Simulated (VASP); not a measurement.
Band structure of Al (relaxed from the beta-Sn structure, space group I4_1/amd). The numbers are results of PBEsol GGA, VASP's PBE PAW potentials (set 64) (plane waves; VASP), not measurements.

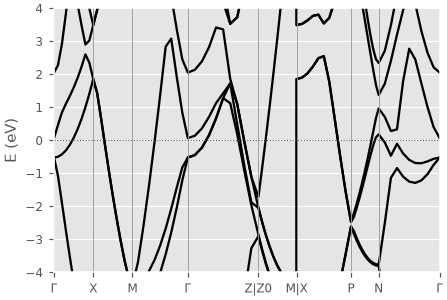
Figure. Bands along high-symmetry lines, zero at the valence-band maximum or, without a gap, the Fermi level

Read the plot: is there a gap, and where are the band edges?

It has no gap at this level: it comes out as a metal or semimetal. (Edges off the drawn lines would not show.)

The structure was generated: Al was put into the beta-Sn type (I4_1/amd), which need not be its known phase. It was relaxed first, which changed the volume by +8 %.
